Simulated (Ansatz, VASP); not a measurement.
## Pd12S (Pd(111)) in two plane-wave programs

Wanted: the spread between two codes on one cell, functional and k mesh.

Main program and level: Ansatz 0.2.0; plane waves, with VASP 6.6.1 beside it; single point at PBEsol.

**1. Starting point**

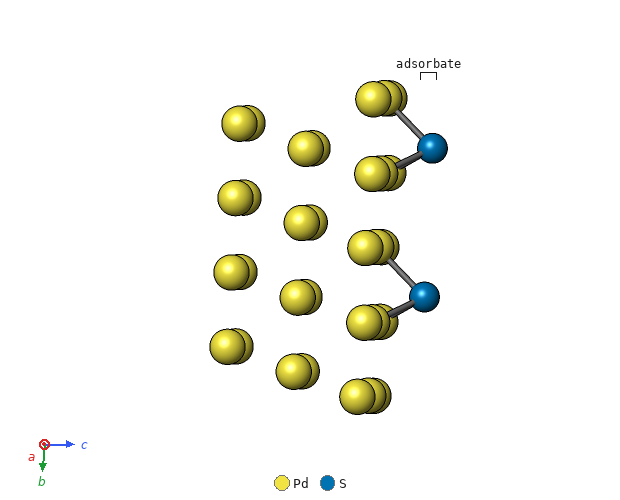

The cell as given, from the side, with the c axis across the page (palladium yellow, sulfur blue). 1×2×1 cells are drawn. Bonds to atoms that aren't drawn are left out. Some periodic images of atoms are drawn too.

The cell holds 13 atoms: 12 Pd and 1 S. Cell: a = 5.475 Å, b = 5.475 Å, c = 19.471 Å, α = 90.0°, β = 90.0°, γ = 60.0°. It derives from Pd. As first built, before any earlier steps moved the atoms: S over the hcp site of Pd(111). Vacuum lies along c.

**2. Ansatz: single point, PBEsol**

Ansatz runs on its default PAW (the set named soft_2) files.

A single point gives forces, pressure and levels at one fixed geometry, so differences don't come from the geometry; what else differs is listed under the comparison.

File input.yaml:

```yaml
crystal:
  lattice:
    - [5.4754143377, 0.0, 0.0]
    - [2.7377071689, 4.7418479127, 0.0]
    - [0.0, 0.0, 19.4706570859]
  atoms:
    - { symbol: Pd, position: [0.16666667, 0.16666667, 0.38519501] }
    - { symbol: Pd, position: [0.66666667, 0.16666667, 0.38519501] }
    - { symbol: Pd, position: [0.16666667, 0.66666667, 0.38519501] }
    - { symbol: Pd, position: [0.66666667, 0.66666667, 0.38519501] }
    - { symbol: Pd, position: [0.8327419888, 0.3345160125, 0.5010541205] }
    - { symbol: Pd, position: [0.33333333, 0.33333333, 0.4991026542] }
    - { symbol: Pd, position: [0.8327419888, 0.8327419888, 0.5010541205] }
    - { symbol: Pd, position: [0.3345160125, 0.8327419888, 0.5010541205] }
    - { symbol: Pd, position: [0.0, 0.0, 0.6126547035] }
    - { symbol: Pd, position: [0.5022478914, 0.9955042172, 0.6173826588] }
    - { symbol: Pd, position: [0.9955042172, 0.5022478914, 0.6173826588] }
    - { symbol: Pd, position: [0.5022478914, 0.5022478914, 0.6173826588] }
    - { symbol: S, position: [0.33333333, 0.33333333, 0.6969138363] }
hamiltonian:
  xc: pbesol
  pseudopotentials: { kind: paw }
kpoints:
  mp_grid: { grid: [6, 6, 1] }
scf:
  occupations: { method: methfessel_paxton, width: 0.15 }
  n_extra_bands: 7
efield:
  axis: 3
  dipole_correction: true
  ramp_width: 0.04
output:
  forces: true
  eigenvalues: true
```

Launch:

```bash
$ ansatz run input.yaml --threads 4 --pin off --max-ram 9216MiB --backend cpu --events-out ev --progress --plain --runs-dir out
```

Numbers of over 12 decimals in the logs are rounded to 6 here.

What it wrote:

```text
scf.n_extra_bands = 7 over 111 filled bands (N_el = 222.0): the run solves 118 bands
Engine: ansatz 0.2.0, aarch64-unknown-linux-gnu
Pseudopotentials: kind: paw
Pseudopotential: Pd, paw, valence charge 18, recommended cutoff 420 eV (normal), Pd.paw.azcp
Pseudopotential: S, paw, valence charge 6, recommended cutoff 420 eV (normal), S.paw.azcp
Functional definition: PBEsol
  exchange = pbesol_x
  correlation = pbesol_c
Crystal: 13 atoms, lattice volume = 505.528 Å³
Basis set: ecut = 420 eV, 9851 PW (Γ), exchange–correlation on 80×80×270 points (8 copies of the dense FFT grid, shifted against one another)
Bands: 118, of which v1, the nominal top of the filled ones, is band 111 counted from 1 (110 counted from 0)
Symmetry: 6 space group operations
Space group: P3m1 (ITA 156), of the structure as read, at distance tolerance 8.0e-5 Å
k-points: 7 of 36 (time reversal used)
Non-local potential: Pd, projectors of the file, l = 0: 2, l = 1: 2, l = 2: 2, l = 3: 1
Non-local potential: S, projectors of the file, l = 0: 2, l = 1: 2, l = 2: 2
PAW form: soft (Blöchl's): semilocal exchange-correlation on the pseudo side does not see the compensation charge
PAW frozen core: Pd, regenerated for the run's functional, and the local potential with it (the file was generated under x = pbe(κ = 0.804, μ = 0.219515), c = pbe(β = 0.066725))
PAW frozen core: S, regenerated for the run's functional, and the local potential with it (the file was generated under x = pbe(κ = 0.804, μ = 0.219515), c = pbe(β = 0.066725))
PAW one-centre angular grid: Pd, 590 points (default); XC on 64 Gauss nodes
PAW one-centre angular grid: S, 110 points (default); XC on 64 Gauss nodes
Initial density: superposition of atomic densities (neutral atoms: chi_scale 0, normalization atom), corrected by the library's trained network
Initial wavefunctions: pseudopotential atomic-orbital guess
Functional: x = pbesol(κ = 0.804, μ = 0.123457), c = pbesol(β = 0.046)
SCF iter   1: F=—  HF=-83761.299355 eV  |F-HF|=—  |Δ(HF+E_count)|=         —  Δρ=1.19e-2  dr2=1.52e0  ethr=1.77e-3  p=0.028 e·Å  D=1.01e-2 V/Å  ΔV_dip=-0.20 eV  dr2_dipole=2.08e-3  V_vac-E_F(+/−)=4.91/5.11 eV  ⟨swp⟩=7.0  Hψ=3537  notcnv=0
efield: sawtooth ramp at fractional position 0.0211 (placed from the atoms, in the widest stretch of the axis that holds none; the zero of the levels goes with the place), width 0.0400; the density the first Hamiltonian is built on has a dipole p = 0.028 e·Å; the dipole correction subtracts the counter field D = 1.01e-2 V/Å, which shifts the + side's vacuum level by -0.20 eV against the − side's; the planar-averaged density in the ramp window peaks in size at 1.1e-4 e/Å³
preconditioner: auto → LDOS  [metal: Δε(μ)=0.022 eV  Ē_g=3.636 eV  σ=0.150 eV  W_gap=0.12  n_scr=110 (ndim 8)  ℏωp=18.5 eV  f_vac=0.569  D(μ)=24.74/eV (n_scr^D=240)  β→1.0]
SCF iter   2: F=—  HF=-83761.250669 eV  |F-HF|=—  |Δ(HF+E_count)|=   4.87e-2  S|Δr|=    0.00e0  Δρ=1.01e-2  dr2=5.32e-1  ethr=6.85e-4  p=0.027 e·Å  D=9.59e-3 V/Å  ΔV_dip=-0.19 eV  dr2_dipole=1.22e-2  V_vac-E_F(+/−)=5.25/5.44 eV  ⟨swp⟩=2.0  Hψ=1515  notcnv=0
SCF iter   3: F=—  HF=-83761.167595 eV  |F-HF|=—  |Δ(HF+E_count)|=   8.31e-2  S|Δr|=    0.00e0  Δρ=4.04e-3  dr2=2.18e-1  ethr=2.40e-4  p=0.021 e·Å  D=7.57e-3 V/Å  ΔV_dip=-0.15 eV  dr2_dipole=7.07e-4  V_vac-E_F(+/−)=5.21/5.35 eV  ⟨swp⟩=2.0  Hψ=1307  notcnv=0
SCF iter   4: F=—  HF=-83761.162880 eV  |F-HF|=—  |Δ(HF+E_count)|=   4.72e-3  S|Δr|=    0.00e0  Δρ=2.10e-3  dr2=7.76e-2  ethr=9.81e-5  p=0.018 e·Å  D=6.47e-3 V/Å  ΔV_dip=-0.13 eV  dr2_dipole=1.87e-3  V_vac-E_F(+/−)=5.27/5.39 eV  ⟨swp⟩=2.3  Hψ=1096  notcnv=0
SCF iter   5: F=—  HF=-83761.156964 eV  |F-HF|=—  |Δ(HF+E_count)|=   5.92e-3  S|Δr|=    0.00e0  Δρ=8.91e-4  dr2=8.30e-3  ethr=3.50e-5  p=0.019 e·Å  D=6.71e-3 V/Å  ΔV_dip=-0.13 eV  dr2_dipole=9.57e-4  V_vac-E_F(+/−)=5.31/5.45 eV  ⟨swp⟩=2.0  Hψ=1219  notcnv=0
SCF iter   6: F=—  HF=-83761.157214 eV  |F-HF|=—  |Δ(HF+E_count)|=   2.50e-4  S|Δr|=    0.00e0  Δρ=3.28e-4  dr2=1.28e-3  ethr=3.74e-6  p=0.019 e·Å  D=6.97e-3 V/Å  ΔV_dip=-0.14 eV  dr2_dipole=1.96e-4  V_vac-E_F(+/−)=5.30/5.44 eV  ⟨swp⟩=2.0  Hψ=1050  notcnv=0
SCF iter   7: F=—  HF=-83761.157265 eV  |F-HF|=—  |Δ(HF+E_count)|=   5.11e-5  S|Δr|=    0.00e0  Δρ=1.36e-4  dr2=1.91e-4  ethr=5.79e-7  p=0.021 e·Å  D=7.35e-3 V/Å  ΔV_dip=-0.14 eV  dr2_dipole=1.80e-5  V_vac-E_F(+/−)=5.29/5.43 eV  ⟨swp⟩=1.9  Hψ=1170  notcnv=0
SCF iter   8: F=—  HF=-83761.157283 eV  |F-HF|=—  |Δ(HF+E_count)|=   1.73e-5  S|Δr|=    0.00e0  Δρ=8.35e-5  dr2=6.27e-5  ethr=8.62e-8  p=0.021 e·Å  D=7.52e-3 V/Å  ΔV_dip=-0.15 eV  dr2_dipole=2.04e-7  V_vac-E_F(+/−)=5.29/5.43 eV  ⟨swp⟩=2.1  Hψ=1063  notcnv=0
SCF iter   9: F=—  HF=-83761.157834 eV  |F-HF|=—  |Δ(HF+E_count)|=   5.51e-4  S|Δr|=    0.00e0  Δρ=5.07e-5  dr2=2.34e-5  ethr=2.83e-8  p=0.021 e·Å  D=7.55e-3 V/Å  ΔV_dip=-0.15 eV  dr2_dipole=4.31e-8  V_vac-E_F(+/−)=5.28/5.43 eV  ⟨swp⟩=1.7  Hψ=876  notcnv=0
SCF iter  10: F=—  HF=-83761.157836 eV  |F-HF|=—  |Δ(HF+E_count)|=   2.57e-6  S|Δr|=    0.00e0  Δρ=2.27e-5  dr2=5.16e-6  ethr=1.05e-8  p=0.021 e·Å  D=7.54e-3 V/Å  ΔV_dip=-0.15 eV  dr2_dipole=1.16e-7  V_vac-E_F(+/−)=5.28/5.43 eV  ⟨swp⟩=1.9  Hψ=914  notcnv=0
SCF iter  11: F=—  HF=-83761.157837 eV  |F-HF|=—  |Δ(HF+E_count)|=   1.21e-6  S|Δr|=    0.00e0  Δρ=9.00e-6  dr2=6.71e-7  ethr=2.32e-9  p=0.021 e·Å  D=7.52e-3 V/Å  ΔV_dip=-0.15 eV  dr2_dipole=2.16e-9  V_vac-E_F(+/−)=5.28/5.43 eV  ⟨swp⟩=2.1  Hψ=1188  notcnv=0
SCF iter  12: F=—  HF=-83761.157838 eV  |F-HF|=—  |Δ(HF+E_count)|=   1.61e-7  S|Δr|=    0.00e0  Δρ=5.06e-6  dr2=2.86e-7  ethr=3.02e-10  p=0.021 e·Å  D=7.52e-3 V/Å  ΔV_dip=-0.15 eV  dr2_dipole=6.36e-9  V_vac-E_F(+/−)=5.28/5.43 eV  ⟨swp⟩=2.1  Hψ=1270  notcnv=0
SCF iter  13: F=-83761.157838 eV  HF=-83761.157838 eV  |F-HF|=3.22e-8  |Δ(HF+E_count)|=   3.99e-8  S|Δr|=    0.00e0  Δρ=3.10e-6  dr2=9.52e-8  ethr=4.50e-11  p=0.021 e·Å  D=7.52e-3 V/Å  ΔV_dip=-0.15 eV  dr2_dipole=2.97e-9  V_vac-E_F(+/−)=5.28/5.43 eV  ⟨swp⟩=4.0  Hψ=3612  notcnv=0
SCF 1 converged in 13 iterations: F = -83761.157838 eV  dr2 = 9.52e-8
  greatest PAW one-centre occupation: 0.999 electrons in one spin orbital (limit 2), on the Pd atom at site 8 (counted from 0), in its partial waves of l = 0
SCF converged after 13 iterations
Stability not checked: this state was not tested for a lower state beside it, because cold or Methfessel-Paxton smearing, or corrected tetrahedra, fill the levels in a way that the test cannot read (fill_not_monotonic; see scf.lower_state_search)
Free energy (F): -83761.157838 eV
Harris-Foulkes:  -83761.157838 eV  (|F-HF|=3.22e-8)
Internal energy: -83761.147123 eV  (E = F + TS)
E sigma→0 (E₀):  -83761.155159 eV
Entropy (-TS):   -0.010714 eV (-0.824 meV/atom)
Fermi energy:    3.873595 eV
Dipole field:    D = 0.007571 V/Å  (p = 0.021151 e·Å, saw-weighted, corrected)
Work function:   Φ+ = 5.2827 eV   Φ− = 5.4301 eV
Levels:          The Fermi level and band energies are counted from a zero that moves with the ramp; work functions are not
--- Per-component energies (eV) ---
  E_band       = -5078.984697
  E_kinetic    = 6266.457346
  E_local      = -259748.407889  (includes V_loc(G=0)·N_el)
  E_nonlocal   = 2662.612514
  E_hartree    = 126157.836705
  E_xc         = -2101.950501
  E_vxc        = -2612.758317  (∫ρ·V_xc dr)
  E_paw        = -44804.264904  (= ΣΔE_a)
  E_vpaw       = -3963.704594  (= ΣTr[D̂ρ^β])
  E_aug_tail   = 0.002690  (compensation charges beyond the density's cutoff)
  E_efield     = 0.000080  (sawtooth field / dipole correction)
  E_vefield    = 1.148707  (∫n·V_field dr)
  E_ewald      = 87802.874596
  E_core_change = 3.692238  (= ΣΔE_core)
  E_smearing   = -0.010714  (= −TS)
  E_closure    = 0.000000  (closes the sum)
  Σ components = -83761.157838   (vs F -83761.157838, Δ=0.00e0)
--- Forces (eV/Å), atoms counted from 1 ---
  atom   1  Pd    -0.00337055    -0.00194599    -0.10501709
  atom   2  Pd     0.00337055    -0.00194599    -0.10501709
  atom   3  Pd     0.00000000     0.00389197    -0.10501709
  atom   4  Pd     0.00000000     0.00000000     0.14763334
  atom   5  Pd     0.00000000     0.00351147     0.00926173
  atom   6  Pd     0.00000000     0.00000000     0.04721127
  atom   7  Pd    -0.00304102    -0.00175573     0.00926173
  atom   8  Pd     0.00304102    -0.00175573     0.00926173
  atom   9  Pd     0.00000000    -0.00000000     0.03783366
  atom  10  Pd    -0.00000000    -0.00814834     0.02582385
  atom  11  Pd    -0.00705667     0.00407417     0.02582385
  atom  12  Pd     0.00705667     0.00407417     0.02582385
  atom  13  S      0.00000000    -0.00000000    -0.02293784
  max |Σ_I F_I| component: 5.41e-5 eV/Å
--- Band table (eV; the first three rows and the last of 7) ---
  k-point 0: bands = [... 107 lower, 4.0422, 4.0422, 4.2424, 4.2424, 4.2812, 4.2812, 4.2933, 4.3679, ... 3 higher]
  k-point 1: bands = [... 107 lower, 3.8600, 3.8672, 3.9185, 3.9361, 4.0568, 4.0706, 4.3205, 4.7516, ... 3 higher]
  k-point 2: bands = [... 107 lower, 3.5162, 3.7314, 3.7422, 3.7850, 3.9078, 4.0025, 4.2810, 4.3467, ... 3 higher]
  k-point 6: bands = [... 107 lower, 3.5636, 3.6112, 3.6121, 3.6178, 3.6869, 3.7051, 3.8749, 3.9129, ... 3 higher]
```

The job ended after 15 s (4 threads of Arm Neoverse V1, shared host; peak memory 1.5 GiB).

The column dr2 measures how far the density is from self-consistency, as an energy; F and HF (Harris–Foulkes) agree once it is small.

(Part 1 of 2 ends here.)

[Lines on the potential files, build, host, timing and source positions are cut from VASP's logs without a mark.]

[Logs are printed without paths, hosts, clocks, repeated set-up lines and the standing remarks that a program may print on its own settings, such as how far it seeks lower states.]

[Hosts, paths, dates, database ids (printed as entryN), source tags and the programs' standing remarks are cut or masked in the printed files.]
